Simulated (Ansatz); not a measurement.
# CH₄AlNS: vertical ionisation energy

Aim: the vertical ionisation energy of CH₄AlNS, as cation minus neutral at the neutral's geometry, on several levels, and how well −ε(HOMO) stands in for it.

Computed with Ansatz 0.2.0, Gaussian basis. Level: unrestricted cation, the program's frozen cores in correlated methods.

The runs, in order: UKS PBE-D4/def2-TZVPP; UKS r2SCAN-D4/def2-TZVPP; UKS PBE0-D4/def2-TZVPP; UKS B3LYP-D4/def2-TZVPP; UKS wB97X-V/def2-TZVPP; UKS wB97M-V/def2-TZVPP; UKS B2PLYP/def2-TZVPP; UHF-CCSD(T)/def2-TZVPP; UHF-MP2/def2-QZVPP; extrapolation to the limit; then −ε(HOMO) from the neutral's earlier runs with LDA (SPW92), PBE-D4, revPBE-D4, BLYP-D4, r2SCAN-D4, B97M-V, PBE0-D4, B3LYP-D4, r2SCANh-D4, r2SCAN0-D4, HSE06-D4, BHLYP-D4, CAM-B3LYP-D4, LC-ωPBE, ωB97X-V, ωB97M-V.

## Step 1: Structure used throughout

All runs share one geometry, relaxed beforehand with PBE0-D4 in a triple-zeta def2 set.

SMILES `C1[NH][AlH][S]1`, 8 atoms, charge 0, spin multiplicity 1.

Atoms are counted from 1 here; the program's logs count them from 0.

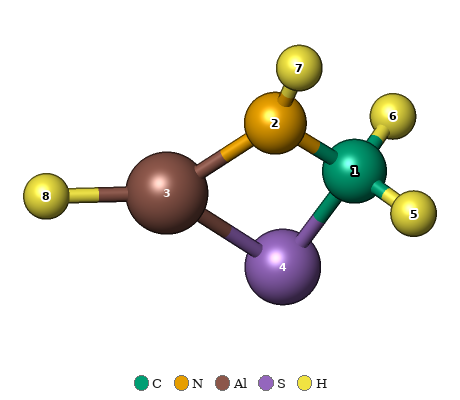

The geometry (carbon teal, nitrogen amber, aluminium brown, sulfur purple, hydrogen yellow); atoms are numbered from 1 in the order of the file.

## Step 2: Cation, UKS PBE-D4/def2-TZVPP

in.yaml reads:

```yaml
crystal:
  periodic: [false, false, false]
  atoms:
    - {symbol: C, position_ang: [-0.383955, 0.821905, -0.401474]}
    - {symbol: N, position_ang: [0.729221, 0.248037, 0.333689]}
    - {symbol: Al, position_ang: [0.161955, -1.422750, 0.377389]}
    - {symbol: S, position_ang: [-1.523219, -0.603991, -0.724755]}
    - {symbol: H, position_ang: [-0.095074, 1.244771, -1.368836]}
    - {symbol: H, position_ang: [-0.941203, 1.572350, 0.168052]}
    - {symbol: H, position_ang: [1.466305, 0.874530, 0.606017]}
    - {symbol: H, position_ang: [0.678172, -2.791852, 0.954016]}
basis:
  gaussian: {orbitals: def2-TZVPP}
total_charge: 1
magnetization: {spin_polarized: true, initial_magnetization: 1}
hamiltonian: {xc: pbe, dispersion: d4}
```

Further steps of the session: Cation, UKS r2SCAN-D4/def2-TZVPP; Cation, UKS PBE0-D4/def2-TZVPP; Cation, UKS B3LYP-D4/def2-TZVPP; Cation, UKS wB97X-V/def2-TZVPP; Cation, UKS wB97M-V/def2-TZVPP; Cation, UKS B2PLYP (frozen core)/def2-TZVPP; Cation, UHF-CCSD(T)/def2-TZVPP; Cation, UHF-MP2/def2-QZVPP.

Before running them: what should the planned runs give, taken together? Wanted: ionisation energy, CCSD(T)/CBS; nearest functional by difference; nearest −ε(HOMO); −ε(HOMO) of PBE; T1 of the cation.

As calculated:

| quantity | value |
| --- | --- |
| ionisation energy, CCSD(T)/CBS | 9.35 eV |
| nearest functional by difference | ωB97X-V (-0.25 eV) |
| nearest −ε(HOMO) | ωB97X-V (-0.15 eV) |
| −ε(HOMO) of PBE | 5.66 eV |
| T1 of the cation | 0.046 |

What this shows: By cation minus neutral, the functionals miss by 0.57 eV at most. −ε(HOMO) of PBE misses by 3.7 eV, since self-interaction lifts the level. Among orbital estimates ωB97X-V comes nearest. Hartree-Fock falls 1.49 eV short, as the neutral has more correlation energy than the cation. The cation's T1 (from the report) is 0.046, above the customary mark of 0.045 for open shells, so the coupled-cluster value is less safe. The cation may have settled in a state other than its lowest; no search over hole states beyond the program's own was made.
